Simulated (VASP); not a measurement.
# NbTe2 under strain, part 3 of 4

How does the pressure of NbTe2 answer to a change of volume? The bands are shown for each cell. All runs use LDA. Left out of this account: 1 further run (fields: a reference on another mesh). The start is a computed cell from the Materials Project.

VASP 6.6.1; LDA; plane waves and PAW (Nb_sv, Te).

Still holding for the runs below: This run has no spin polarisation. Its electron count is odd, so without a moment it is a metal by construction. The k-mesh is coarse for a metal. Spin-orbit coupling is off here; with elements this heavy it splits and shifts levels by tenths of an eV or more.

So far, pressure (GPa): step 2 (bands, cell as listed) -5.15; step 3 (cell volume +4.0 %) -7.49; step 4 (cell volume +8.0 %) -9.34; step 5 (bands, sheared, principal strains -2.4, -0.0, +2.5 %) -5.22.

### 6. Bands, volume times 0.96

The cell is compressed evenly, with fractional positions held.

The input, INCAR:

```
SYSTEM = NbTe2
PREC = Accurate
ENCUT = 400
EDIFF = 1E-06
NELM = 100
ISMEAR = -1
SIGMA = 0.05
LREAL = .FALSE.
ALGO = Normal
GGA = CA
NBANDS = 25
LASPH = .TRUE.
LORBIT = 11
LWAVE = .FALSE.
LCHARG = .FALSE.
KPAR = 4
```

The input, POSCAR:

```
NbTe2
1.0
    3.6701813738      0.0000000000      0.0000000000
   -1.8350906869      3.1784703062      0.0000000000
    0.0000000000      0.0000000000      7.0516564300
Nb Te
1 2
Direct
    0.0000000000      0.0000000000      0.0000000000
    0.6666666700      0.3333333300      0.7456322300
    0.3333333300      0.6666666700      0.2543677700
```

The input, KPOINTS:

```
Automatic mesh
0
Gamma
9 9 4
0 0 0
```

The input, KPOINTS_OPT:

```
Line mode
16
Line-mode
Reciprocal
  0.00000000   0.00000000   0.00000000 GAMMA
  0.50000000   0.00000000   0.00000000 M

  0.50000000   0.00000000   0.00000000 M
  0.33333333   0.33333333   0.00000000 K

  0.33333333   0.33333333   0.00000000 K
  0.00000000   0.00000000   0.00000000 GAMMA

  0.00000000   0.00000000   0.00000000 GAMMA
  0.00000000   0.00000000   0.50000000 A

  0.00000000   0.00000000   0.50000000 A
  0.50000000   0.00000000   0.50000000 L

  0.50000000   0.00000000   0.50000000 L
  0.33333333   0.33333333   0.50000000 H

  0.33333333   0.33333333   0.50000000 H
  0.00000000   0.00000000   0.50000000 A

  0.50000000   0.00000000   0.50000000 L
  0.50000000   0.00000000   0.00000000 M

  0.33333333   0.33333333   0.00000000 K
  0.33333333   0.33333333   0.50000000 H
```

Potentials, in the order of the species: Nb_sv and Te (LDA family, release 64).

Started as:

```
$ mpirun -np 4 vasp_std
```

Output:

```text
[... set-up lines as in an earlier step ...]
 entering main loop
       N       E                     dE             d eps       ncg     rms          rms(c)
DAV:   1     0.145885795328E+03    0.14589E+03   -0.93670E+03  2214   0.713E+02
DAV:   2    -0.119352669790E+02   -0.15782E+03   -0.15209E+03  3028   0.245E+02
DAV:   3    -0.205329397552E+02   -0.85977E+01   -0.84713E+01  3259   0.469E+01
DAV:   4    -0.209247388621E+02   -0.39180E+00   -0.39029E+00  3147   0.101E+01
DAV:   5    -0.209369393698E+02   -0.12201E-01   -0.12197E-01  3218   0.173E+00    0.102E+01
DAV:   6    -0.203768219308E+02    0.56012E+00   -0.43088E+00  3308   0.104E+01    0.608E+00
DAV:   7    -0.201865194671E+02    0.19030E+00   -0.14413E+00  3018   0.537E+00    0.295E+00
DAV:   8    -0.201357351126E+02    0.50784E-01   -0.16424E-01  3505   0.241E+00    0.582E-01
DAV:   9    -0.201350421365E+02    0.69298E-03   -0.88356E-03  2607   0.541E-01    0.322E-01
DAV:  10    -0.201349252094E+02    0.11693E-03   -0.82075E-04  3564   0.217E-01    0.906E-02
DAV:  11    -0.201348975745E+02    0.27635E-04   -0.97786E-05  3035   0.649E-02    0.335E-02
DAV:  12    -0.201348987511E+02   -0.11766E-05   -0.13806E-05  2827   0.175E-02    0.121E-02
DAV:  13    -0.201348987272E+02    0.23838E-07   -0.78787E-07  1769   0.458E-03
   1 F= -.20134899E+02 E0= -.20125968E+02  d E =-.178620E-01
 Start KPOINTS_OPT (optional k-point list driver)
k-point batch [1-43\144]
       N       E                     dE             ncg
DAV:   1    -0.167306118196E+04   -0.25623E+05     2294
DAV:   2    -0.809018699234E+04   -0.64171E+04     2919
DAV:   3    -0.846167681252E+04   -0.37149E+03     3321
DAV:   4    -0.847807254517E+04   -0.16396E+02     3091
DAV:   5    -0.847846929727E+04   -0.39675E+00     3090
DAV:   6    -0.847847913379E+04   -0.98365E-02     3186
DAV:   7    -0.847847928572E+04   -0.15193E-03     2988
DAV:   8    -0.847847929000E+04   -0.42834E-05     2359
DAV:   9    -0.847847929025E+04   -0.24447E-06     2056
[...]
k-point batch [130-144\144]
       N       E                     dE             ncg
DAV:   1     0.154043417905E+05   -0.12843E+05      838
DAV:   2     0.133851092182E+05   -0.20192E+04     1038
DAV:   3     0.132760211310E+05   -0.10909E+03     1076
DAV:   4     0.132687204925E+05   -0.73006E+01     1130
DAV:   5     0.132685960774E+05   -0.12442E+00     1052
DAV:   6     0.132685921571E+05   -0.39203E-02     1131
DAV:   7     0.132685921185E+05   -0.38594E-04     1043
DAV:   8     0.132685921175E+05   -0.99243E-06      858
```

Wall time 31 s (4 MPI ranks of Intel Xeon Platinum 8488C (Sapphire Rapids), shared host); peak memory 0.82 GiB; 2 min of CPU time.

Parts of OUTCAR (step 6):

```text
   ENCUT  =  400.0 eV  29.40 Ry    5.42 a.u.   5.99  5.99 11.50*2*pi/ulx,y,z

   NELECT =      25.0000    total number of electrons

 E-fermi :   7.4021

 k-point     1 :       0.0000    0.0000    0.0000
  band No.  band energies     occupation
    ...
      9       5.1238      2.00000
     10       6.7775      1.99999
     11       6.8663      1.99996
     12       7.3712      1.29967
     13       7.3712      1.29967
     14       8.4550      0.00000
     15       8.4550      0.00000
     16      11.0820      0.00000
     17      11.0820      0.00000
     18      12.7199      0.00000
    ...

  Total       -1.3869535     -1.3869535     -0.5944297      0.0000000     -0.0000000      0.0000000
  in kB      -27.0131757    -27.0131757    -11.5774859      0.0000000     -0.0000000      0.0000000
  external PRESSURE =     -21.8679458 kB  Pullay stress =       0.0000000 kB

 POSITION                                       TOTAL-FORCE (eV/Angst)
 -----------------------------------------------------------------------------------
      0.00000      0.00000      0.00000        -0.000000      0.000000      0.000000
      1.83509      1.05949      5.25794         0.000000     -0.000000     -0.176555
     -0.00000      2.11898      1.79371         0.000000      0.000000      0.176555
 -----------------------------------------------------------------------------------
    total drift:                                0.000000      0.000000      0.000000

  FREE ENERGIE OF THE ION-ELECTRON SYSTEM (eV)
  ---------------------------------------------------
  free  energy   TOTEN  =       -20.1348987272 eV

  energy  without entropy=      -20.1170367254  energy(sigma->0) =      -20.12596773

[... 3 parts as in an earlier step ...]

[... 13 further parts left out ...]
```

This step gave:

```yaml
irreducible_k_points: 43
symmetry_operations: 12
free_energy_toten: -20.13 eV
energy_at_zero_smearing: -20.13 eV
fermi_energy: 7.402 eV
pressure: -2.187 GPa
```

Electronic bands along the path, in eV, zero at the Fermi level; # counts the bands kept, so #1 is VASP's band 7:

| point | #3 | #4 | #5 | #6 | #7 | #8 | #9 | #10 |
| --- | --- | --- | --- | --- | --- | --- | --- | --- |
| Γ | -2.28 | -0.62 | -0.54 | -0.03 | -0.03 | 1.05 | 1.05 | 3.68 |
| M | -3.27 | -2.59 | -2.50 | -0.88 | -0.79 | 1.41 | 1.85 | 2.90 |
| K | -4.30 | -2.76 | -2.73 | -2.73 | 1.09 | 1.38 | 1.38 | 2.64 |
| Γ | -2.28 | -0.62 | -0.54 | -0.03 | -0.03 | 1.05 | 1.05 | 3.68 |
| A | -2.25 | -2.25 | -0.04 | -0.04 | 0.48 | 0.90 | 0.90 | 3.97 |
| L | -3.35 | -2.61 | -1.46 | -1.22 | -0.59 | 1.41 | 1.94 | 3.33 |
| H | -4.25 | -3.26 | -2.56 | -2.56 | 0.76 | 0.76 | 1.10 | 3.62 |
| A | -2.25 | -2.25 | -0.04 | -0.04 | 0.48 | 0.90 | 0.90 | 3.97 |
| jump to L | -3.35 | -2.61 | -1.46 | -1.22 | -0.59 | 1.41 | 1.94 | 3.33 |
| M | -3.27 | -2.59 | -2.50 | -0.88 | -0.79 | 1.41 | 1.85 | 2.90 |
| jump to K | -4.30 | -2.76 | -2.73 | -2.73 | 1.09 | 1.38 | 1.38 | 2.64 |
| H | -4.25 | -3.26 | -2.56 | -2.56 | 0.76 | 0.76 | 1.10 | 3.62 |

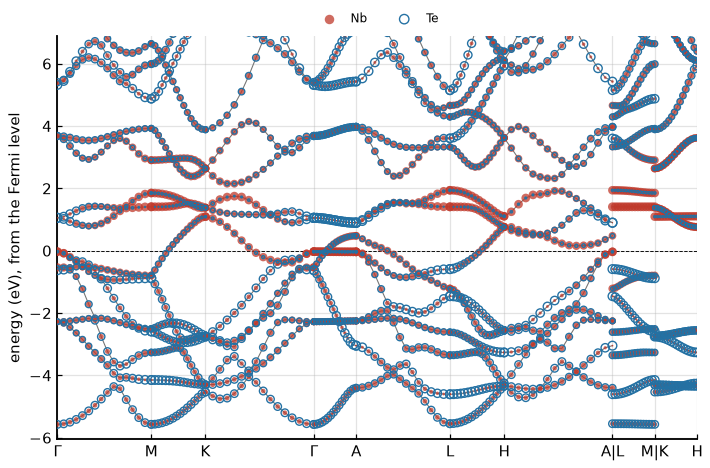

Electronic bands along the path; dots are coloured as in the legend, and their area grows with the weight.

Force by atom:

| atom | x (eV/Å) | y (eV/Å) | z (eV/Å) | size |
| --- | --- | --- | --- | --- |
| Nb1 | 0.000 | 0.000 | 0.000 | 0.000 |
| Te2 | 0.000 | 0.000 | -0.177 | 0.177 |
| Te3 | 0.000 | 0.000 | 0.177 | 0.177 |

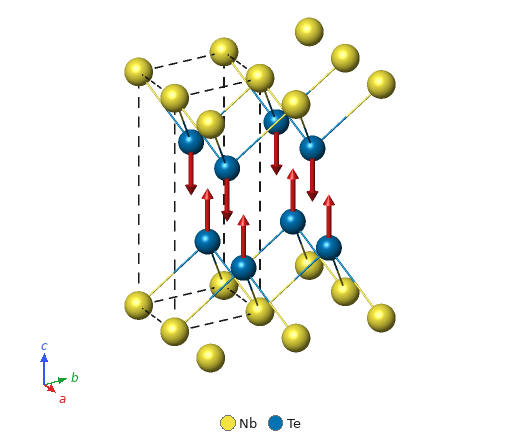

Force as arrows, the longest 0.177 eV/Å. Bonds to atoms that aren't drawn are left out. 2×2×1 cells are drawn. Some periodic images of atoms are drawn too.

 The pressure is -2.19 GPa.

### 7. Bands, volume times 0.92

The cell is scaled evenly once more. A prediction first. A parabola through the 4 pressures of evenly scaled cells so far, P = -5.14 -66.1 t +152 t² GPa with t = ln(V/V₁) and V₁ the volume at scale 1, gives 1.43 GPa at t = -0.0834.

INCAR is that of step 6.

The input, POSCAR:

```
NbTe2
1.0
    3.6184817919      0.0000000000      0.0000000000
   -1.8092408960      3.1336971549      0.0000000000
    0.0000000000      0.0000000000      6.9523240940
Nb Te
1 2
Direct
    0.0000000000      0.0000000000      0.0000000000
    0.6666666700      0.3333333300      0.7456322300
    0.3333333300      0.6666666700      0.2543677700
```

KPOINTS is that of step 6.

KPOINTS_OPT is that of step 6.

Started as:

```
$ mpirun -np 4 vasp_std
```

Output:

```text
[... set-up lines as in an earlier step ...]
 entering main loop
       N       E                     dE             d eps       ncg     rms          rms(c)
DAV:   1     0.149715353931E+03    0.14972E+03   -0.94946E+03  2198   0.716E+02
DAV:   2    -0.117544462589E+02   -0.16147E+03   -0.15511E+03  2909   0.247E+02
DAV:   3    -0.204223309235E+02   -0.86679E+01   -0.85461E+01  3315   0.476E+01
DAV:   4    -0.208455454216E+02   -0.42321E+00   -0.42188E+00  3100   0.107E+01
DAV:   5    -0.208557044041E+02   -0.10159E-01   -0.10156E-01  3193   0.159E+00    0.108E+01
DAV:   6    -0.203312731061E+02    0.52443E+00   -0.31847E+00  3324   0.953E+00    0.594E+00
DAV:   7    -0.201925609356E+02    0.13871E+00   -0.11812E+00  3003   0.487E+00    0.287E+00
DAV:   8    -0.201404096325E+02    0.52151E-01   -0.18403E-01  3507   0.250E+00    0.655E-01
DAV:   9    -0.201401376369E+02    0.27200E-03   -0.11377E-02  2583   0.582E-01    0.284E-01
DAV:  10    -0.201399946759E+02    0.14296E-03   -0.13850E-03  3444   0.285E-01    0.611E-02
DAV:  11    -0.201399607032E+02    0.33973E-04   -0.95724E-05  2532   0.536E-02    0.255E-02
DAV:  12    -0.201399609135E+02   -0.21029E-06   -0.12080E-05  3506   0.200E-02    0.122E-02
DAV:  13    -0.201399606949E+02    0.21856E-06   -0.57421E-07  1625   0.601E-03
   1 F= -.20139961E+02 E0= -.20131729E+02  d E =-.164636E-01
 Start KPOINTS_OPT (optional k-point list driver)
k-point batch [1-43\144]
       N       E                     dE             ncg
DAV:   1    -0.899231671277E+03   -0.24956E+05     2238
DAV:   2    -0.757864831799E+04   -0.66794E+04     2899
DAV:   3    -0.795020968381E+04   -0.37156E+03     3290
DAV:   4    -0.796661806361E+04   -0.16408E+02     3136
DAV:   5    -0.796705067476E+04   -0.43261E+00     3112
DAV:   6    -0.796705889937E+04   -0.82246E-02     3067
DAV:   7    -0.796705906598E+04   -0.16661E-03     3120
DAV:   8    -0.796705906869E+04   -0.27118E-05     2394
DAV:   9    -0.796705906891E+04   -0.22308E-06     2080
[...]
k-point batch [130-144\144]
       N       E                     dE             ncg
DAV:   1     0.157057876078E+05   -0.12689E+05      790
DAV:   2     0.135044962878E+05   -0.22013E+04     1018
DAV:   3     0.133905111997E+05   -0.11399E+03     1081
DAV:   4     0.133827457993E+05   -0.77654E+01     1124
DAV:   5     0.133826044913E+05   -0.14131E+00     1024
DAV:   6     0.133826001294E+05   -0.43619E-02     1140
DAV:   7     0.133826000661E+05   -0.63298E-04     1030
DAV:   8     0.133826000650E+05   -0.11515E-05      820
DAV:   9     0.133826000649E+05   -0.10747E-06      756
```

Run time: 26 s. Hardware: 4 MPI ranks; peak memory 0.83 GiB; 97 s of CPU time.

Parts of OUTCAR (step 7):

```text
   ENCUT  =  400.0 eV  29.40 Ry    5.42 a.u.   5.90  5.90 11.34*2*pi/ulx,y,z

   NELECT =      25.0000    total number of electrons

 E-fermi :   7.9436

 k-point     1 :       0.0000    0.0000    0.0000
  band No.  band energies     occupation
    ...
      9       5.5676      2.00000
     10       7.3243      1.99999
     11       7.3434      1.99999
     12       7.8878      1.50619
     13       7.8878      1.50619
     14       9.1147      0.00000
     15       9.1147      0.00000
     16      11.8364      0.00000
     17      11.8364      0.00000
     18      13.3397      0.00000
    ...

  Total        0.4096057      0.4096057      1.4573339     -0.0000000      0.0000000      0.0000000
  in kB        8.3245967      8.3245967     29.6180334     -0.0000000      0.0000000      0.0000000
  external PRESSURE =      15.4224089 kB  Pullay stress =       0.0000000 kB

 POSITION                                       TOTAL-FORCE (eV/Angst)
 -----------------------------------------------------------------------------------
      0.00000      0.00000      0.00000         0.000000      0.000000      0.000000
      1.80924      1.04457      5.18388        -0.000000     -0.000000     -0.731615
     -0.00000      2.08913      1.76845         0.000000      0.000000      0.731615
 -----------------------------------------------------------------------------------
    total drift:                                0.000000      0.000000      0.000000

  FREE ENERGIE OF THE ION-ELECTRON SYSTEM (eV)
  ---------------------------------------------------
  free  energy   TOTEN  =       -20.1399606949 eV

  energy  without entropy=      -20.1234970628  energy(sigma->0) =      -20.13172888

[... 4 parts as in an earlier step ...]

[... 12 further parts left out ...]
```

This step gave:

- free energy (TOTEN): -20.14 eV
- Fermi energy: 7.944 eV
- pressure: 1.542 GPa

Electronic bands along the path, in eV, zero at the Fermi level; # counts the bands kept, so #1 is VASP's band 7:

| point | #3 | #4 | #5 | #6 | #7 | #8 | #9 | #10 |
| --- | --- | --- | --- | --- | --- | --- | --- | --- |
| Γ | -2.38 | -0.62 | -0.60 | -0.06 | -0.06 | 1.17 | 1.17 | 3.89 |
| M | -3.41 | -2.67 | -2.61 | -0.88 | -0.83 | 1.50 | 1.93 | 3.01 |
| K | -4.51 | -2.84 | -2.82 | -2.82 | 1.14 | 1.46 | 1.46 | 2.76 |
| Γ | -2.38 | -0.62 | -0.60 | -0.06 | -0.06 | 1.17 | 1.17 | 3.89 |
| A | -2.35 | -2.35 | -0.06 | -0.06 | 0.53 | 1.00 | 1.00 | 4.22 |
| L | -3.50 | -2.73 | -1.45 | -1.33 | -0.57 | 1.50 | 2.06 | 3.49 |
| H | -4.40 | -3.40 | -2.63 | -2.63 | 0.76 | 0.76 | 1.15 | 3.81 |
| A | -2.35 | -2.35 | -0.06 | -0.06 | 0.53 | 1.00 | 1.00 | 4.22 |
| jump to L | -3.50 | -2.73 | -1.45 | -1.33 | -0.57 | 1.50 | 2.06 | 3.49 |
| M | -3.41 | -2.67 | -2.61 | -0.88 | -0.83 | 1.50 | 1.93 | 3.01 |
| jump to K | -4.51 | -2.84 | -2.82 | -2.82 | 1.14 | 1.46 | 1.46 | 2.76 |
| H | -4.40 | -3.40 | -2.63 | -2.63 | 0.76 | 0.76 | 1.15 | 3.81 |

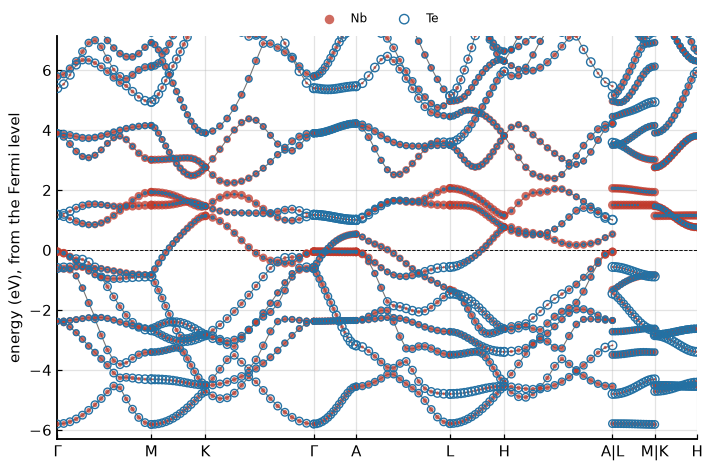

Electronic bands along the path; dots are coloured as in the legend, and their area grows with the weight.

Force by atom:

| atom | x (eV/Å) | y (eV/Å) | z (eV/Å) | size |
| --- | --- | --- | --- | --- |
| Nb1 | 0.000 | 0.000 | 0.000 | 0.000 |
| Te2 | 0.000 | 0.000 | -0.732 | 0.732 |
| Te3 | 0.000 | 0.000 | 0.732 | 0.732 |

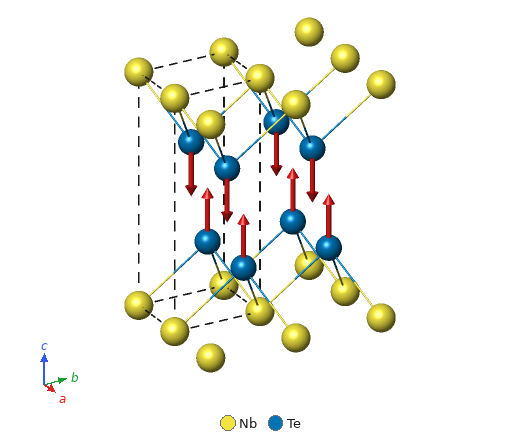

Force as arrows, the longest 0.732 eV/Å. Bonds to atoms that aren't drawn are left out. 2×2×1 cells are drawn. Some periodic images of atoms are drawn too.

 The pressure is 1.54 GPa. The parabola predicted 1.43 GPa, -0.12 GPa off.

[end of part 3 of 4]

[Lines on the potential files, build, host, timing and source positions are cut from VASP's logs without a mark.]

[Logs are printed without paths, hosts, clocks, repeated set-up lines and the standing remarks that a program may print on its own settings, such as how far it seeks lower states.]

[Hosts, paths, dates, database ids (printed as entryN), source tags and the programs' standing remarks are cut or masked in the printed files.]

[A measured line is paired with the nearest computed mode of its activity, which favours agreement.]
